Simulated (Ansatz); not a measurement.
**AsH3: single-point calculation**

AsH3, computed with RHF-MP2, frozen core with filled d shells/def2-QZVPPD (Ansatz 0.2.0).

The geometry is one partner of a complex, in the basis of both. The input adds 2 ghost centres (basis functions without nuclei or electrons, not drawn) at the places of a partner molecule, so the energy is that in the basis of the pair. The geometry comes from this level: PBE0-D4/def2-TZVP.

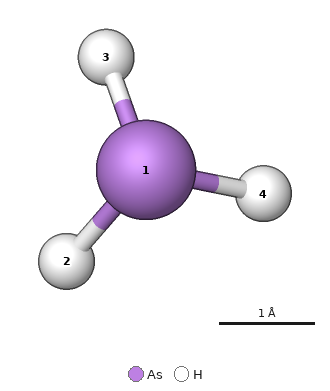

*The structure as given in the input (ball-and-stick view, seen on its broad side; atoms are numbered from 1 in the order of the input).*

Bond lengths as drawn: As–H 1.52 Å.

### Results in brief

```json
{"quantity": "outcome", "value": "converged"}
{"quantity": "total energy", "value": "−60848.6250 eV"}
{"quantity": "mean-field energy", "value": "−60844.0341 eV"}
{"quantity": "SCF solution under orbital rotations", "value": "stable"}
{"quantity": "hardware", "value": "2 CPU threads, shared host"}
{"quantity": "wall time", "value": "9 s (CPU time 17 s)"}
{"quantity": "peak memory", "value": "1 GiB"}
```

### Input
```yaml
crystal:
  periodic: [false, false, false]
  atoms:
    - {symbol: As, position_ang: [0.167579, 0.609651, 1.083086]}
    - {symbol: H, position_ang: [-1.312554, 0.285078, 0.953562]}
    - {symbol: H, position_ang: [0.555878, -0.856690, 0.968685]}
    - {symbol: H, position_ang: [0.110988, 0.534667, 2.602298]}
basis:
  gaussian:
    orbitals: "def2-QZVPPD.json"
    ghost_atoms:
      - {symbol: N, position_ang: [0.549576, -0.216006, -3.245820]}
      - {symbol: N, position_ang: [-0.071369, -0.356600, -2.361810]}
correlation: {method: mp2, frozen_orbitals: {As: 14, H: 0, "N": 1}}
```

### What the program printed
```
Functional definition: HF
  name "HF"
  cite "Fock, Z. Phys. 61, 126 (1930) doi:10.1007/BF01340294"
  parent pbe
  exchange = exact_x
  correlation = 0
1926 factors; integrals over basis functions are off by at most 1.1e-3 eV
mean field evaluation 1: about -60843.5274 eV, gradient 8.8e0 eV
mean field evaluation 2: about -60843.5346 eV, gradient 8.8e0 eV
mean field evaluation 4: about -60844.0299 eV, gradient 8.7e-1 eV
mean field evaluation 8: about -60844.0341 eV, gradient 9.1e-2 eV
mean field -60844.03414908 eV, -2235.9770134113 hartree, gradient 2.6e-6 eV, S^2 0.000000; 0 other end points of the search recorded, 0 dependent functions left out
14 core orbitals not correlated: weight in the atoms' cores, before any rotation towards them, 1.000 or more for the frozen orbitals, at most 0.000 for the correlated occupied ones
reference -60844.03414908 eV, -2235.9770134113 hartree; 4, 4 occupied and 302, 302 virtual orbitals, 1926 factors
second order -4.59082018 eV of doubles, -0.00000000 eV of singles
Total energy: -60848.62496926 eV, -2236.1457229411 hartree
```
